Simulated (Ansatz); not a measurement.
BH2Si (SMILES B[Si]) (doublet)

```xyz
4

B    -0.2118    0.6608   -0.1302
Si    0.0112    1.7007    1.4689
H     0.5731   -0.1945   -0.4462
H    -1.1436    0.8267   -0.8729
```

Geometry: r2SCAN-D4/def2-TZVP.

The calculation used isolated molecule in a Gaussian basis; Kohn-Sham density functional theory, functional PBE0 (Ansatz 0.2.0).

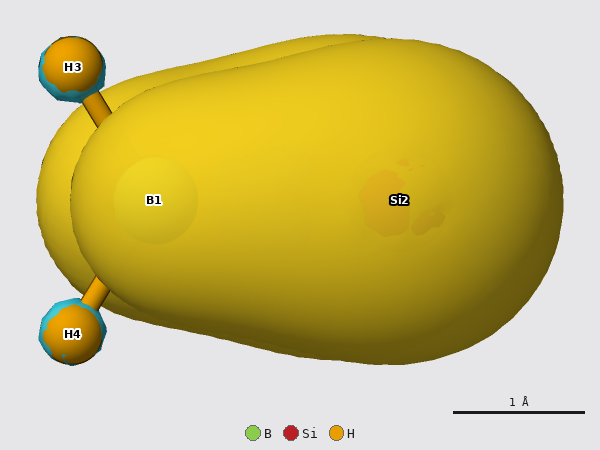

Figure 1. Isosurfaces of the spin density at +0.015 (yellow) and −0.015 e/Å³ (cyan), seen at a tilt.

**Describe the spin distribution.**

The unpaired spin (1 electron) lies mostly on Si2 (about 0.7) and B1 (about 0.3), in electrons by Hirshfeld's partition.

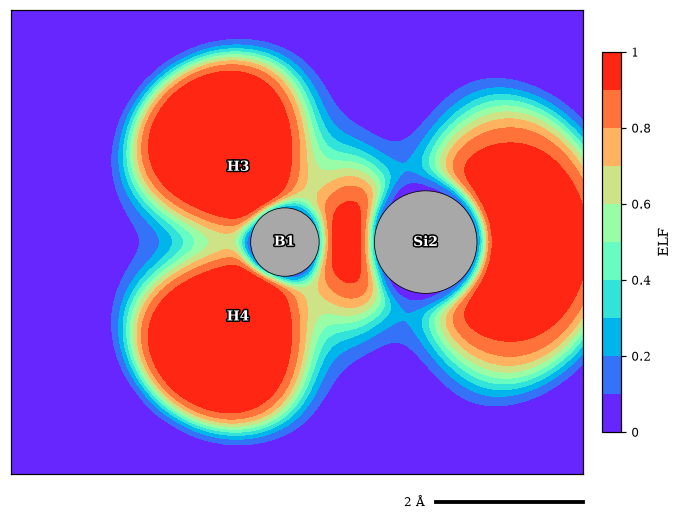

Figure 2. Electron localisation function on the molecular plane. Grey discs cover the atomic cores.

**Describe what can be read from this map.**

The plane passes through B, Si and H nuclei. Si–B (1.92 Å): the ELF peaks at about 0.95 between the atoms: localised, covalent bonding. B–H (1.20 Å): the ELF climbs to about 1 towards the hydrogen, as it does in any bond to H: an ordinary covalent bond to hydrogen. The ELF also peaks beside Si2, away from the bonds: non-bonding electrons, paired or unpaired.

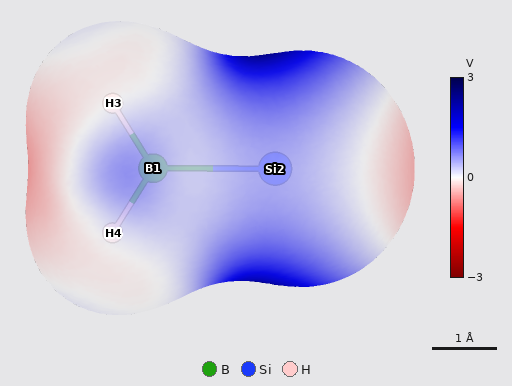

Figure 3. The molecular electrostatic potential painted on the density surface at 0.002 e/bohr³, seen at a tilt; red is negative and blue positive.

**Which sites attract a positive test charge, and which a negative one?**

A positive charge is drawn to the negative regions and a negative charge to the positive ones. The most negative region (about −0.5 V) lies over H3, the most positive (about +2.3 V) over Si2.

**What dipole moment does the calculation give?**

Its dipole moment is 0.49 D.
